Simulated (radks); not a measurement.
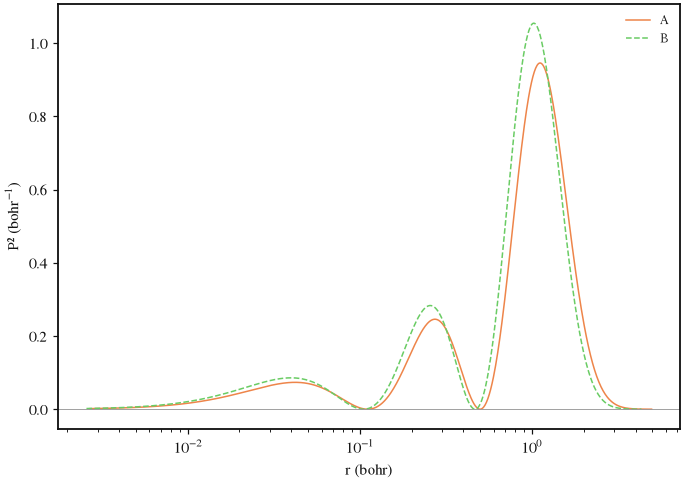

Two nuclei with the same 17 electrons, [Ne] 3s2 3p5, were computed: Z = 18.5 with 17 electrons; Z = 19.5 with 17 electrons. Theory: non-relativistic Kohn-Sham, BLYP, spin-unpolarised, spherical densities, point nucleus (computed with the in-house radial solver radks).

The plot shows P² of the 3s orbital in both runs.

### Which curve belongs to which run?

A is Z = 18.5 with 17 electrons (⟨r⟩ = 1.30 bohr, eigenvalue −45.6 eV); B is Z = 19.5 with 17 electrons (⟨r⟩ = 1.18 bohr, eigenvalue −66.8 eV). The larger nuclear charge pulls the orbital in.
